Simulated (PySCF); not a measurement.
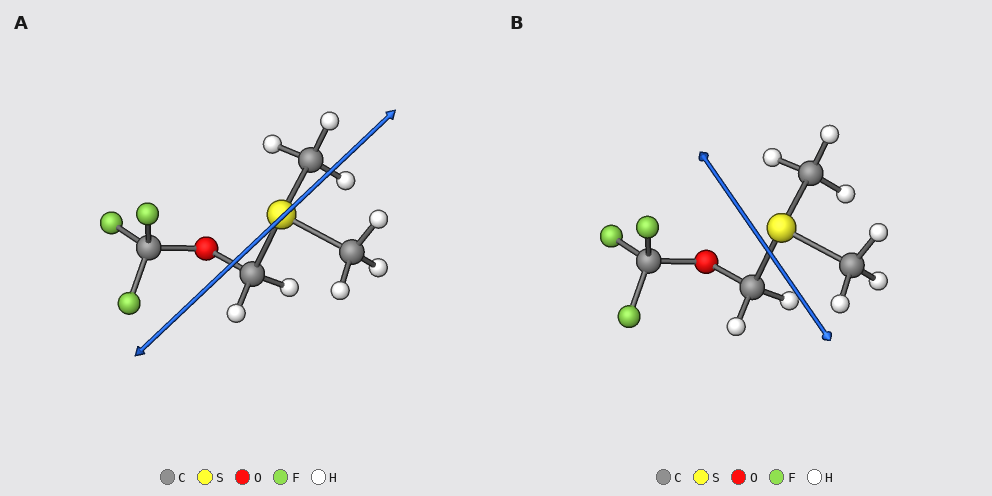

The double arrows show the directions of two transition dipoles from the ground state (lengths mean nothing). State: charge +1, singlet. Computed geometry: GFN2-xTB optimisation. No frequency run is at hand to confirm it as a minimum. Properties computed with TDDFT PBE0/def2-SVPD, vertical, gas phase, core orbitals frozen in the response (PySCF 2.14.0).

One belongs to singlet state 3 and one to singlet state 4. Which is which?

A: state 3, 8.21 eV (151 nm), oscillator strength 0.017, mainly HOMO−1 → LUMO (weight 0.91).
B: state 4, 8.78 eV (141 nm), oscillator strength 0.042, mainly HOMO−1 → LUMO+1 (weight 0.88).
